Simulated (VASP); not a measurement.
Band structure of MgSb (space group R-3m). Method: PBEsol GGA, VASP's PBE PAW potentials (set 64) (plane waves; VASP 6.6.1).

Unless said otherwise, spin-orbit coupling is left out, though it shifts the bands of the heavy elements here.

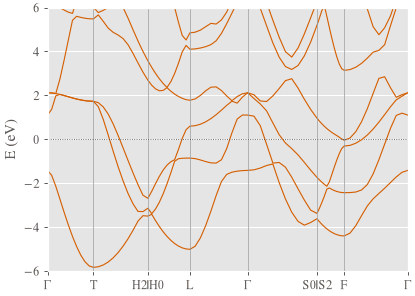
Bands along high-symmetry lines, zero at the valence-band maximum or, without a gap, the Fermi level

Question: Read the plot: is there a gap, and where are the band edges?

Answer: It has no gap at this level: it comes out as a metal or semimetal. (Edges off the drawn lines would not show.)

The structure comes from a computed database's MgSb entry (R-3m); how it stands against other phases isn't given here. It was relaxed first. The electron count is odd and the run is not spin-polarised, which forces a metal.
